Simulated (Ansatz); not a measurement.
**C₂HInO: density, localisation and related maps**

Input

```
crystal:
  periodic: [false, false, false]
  atoms:
    - {symbol: C, position_ang: [0.137039, 0.000808, -1.409641]}
    - {symbol: C, position_ang: [-0.102143, 0.000371, -0.214620]}
    - {symbol: In, position_ang: [0.143261, 0.006960, 3.059859]}
    - {symbol: O, position_ang: [-0.353815, -0.000110, 1.026232]}
    - {symbol: H, position_ang: [0.334080, 0.001072, -2.462299]}
basis:
  gaussian: {orbitals: def2-TZVPD}
hamiltonian: {xc: pbe0}
output: {forces: true, orbitals: {seedname: orbitals}}
```

Run with:

```sh
ansatz run input.yaml --threads 1 --pin off --max-ram 2610MiB --events-out events.jsonl --progress --plain --runs-dir runs
```

Geometry: PBE0-D3(BJ)/def2-SVP; core potentials replace the inner electrons of In.

Level of theory: isolated molecule in a Gaussian basis; Kohn-Sham density functional theory, functional PBE0 in Ansatz 0.2.0.

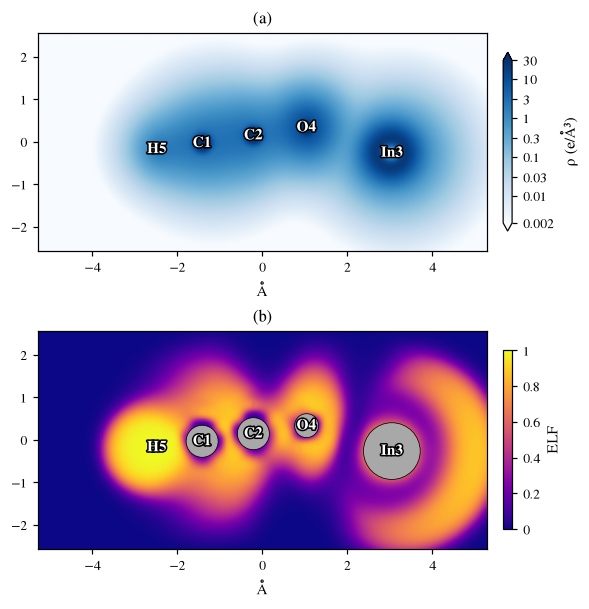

Figure 1. (a) electron density; (b) ELF on the molecular plane. Grey discs cover the atomic cores in the ELF map.

> What does the map show?

The plane passes through C, In, O and H nuclei.
C–C (1.22 Å): ρ at the midpoint is about 2.6 e/Å³; the ELF peaks at about 0.80 between the atoms: a short, multiple covalent bond.
C–O (1.27 Å): ρ at the midpoint is about 2.9 e/Å³; the ELF peaks at about 0.85 between the atoms, as expected for a polar covalent bond.
In–O (2.09 Å): the density is about 0.56 e/Å³ at the midpoint; the ELF peaks at about 0.85 in the valence shell of O, 0.6 Å from its nucleus, and drops to about 0.15 between the two atoms.
C–H (1.07 Å): ρ at the midpoint is about 2.1 e/Å³; the ELF climbs to about 1 towards the hydrogen, as it does in any bond to H (a covalent bond by its length).
The ELF also peaks beside O4, away from the bonds: lone-pair regions.

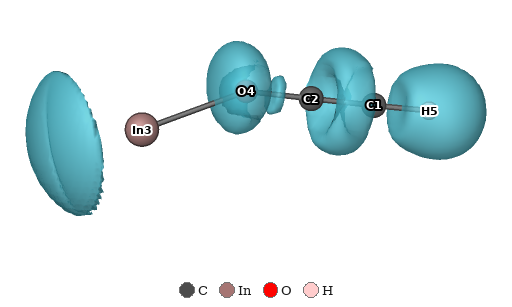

Figure 2. Isosurface of the ELF at 0.8 (cyan), seen at a tilt. Core shells and regions of very low density are left out.

> Where are the electrons localised?

The surface consists of one region between bonded C–C atoms (shared pairs), one region between bonded C–O atoms (shared pairs), one region around a hydrogen nucleus, one lobe on In, pointing away from the bonds (lone pairs) and one region wrapped around O (its valence shell).

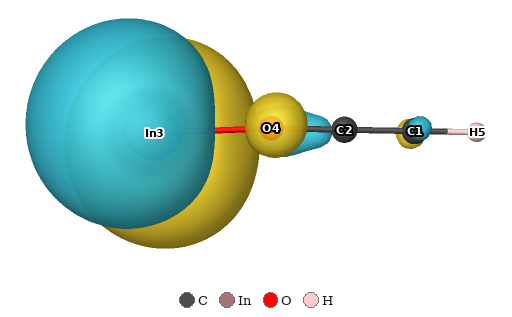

Figure 3. The LUMO at ±0.08 Å⁻³ᐟ² (yellow and cyan are the two phases), seen from one side.

> What is the character of this orbital?

By Hirshfeld shares it lies mainly on In3 (about 95 %); it is symmetric in the molecular plane (an in-plane orbital: σ, lone-pair or in-plane π type). Its energy is −2.04 eV.
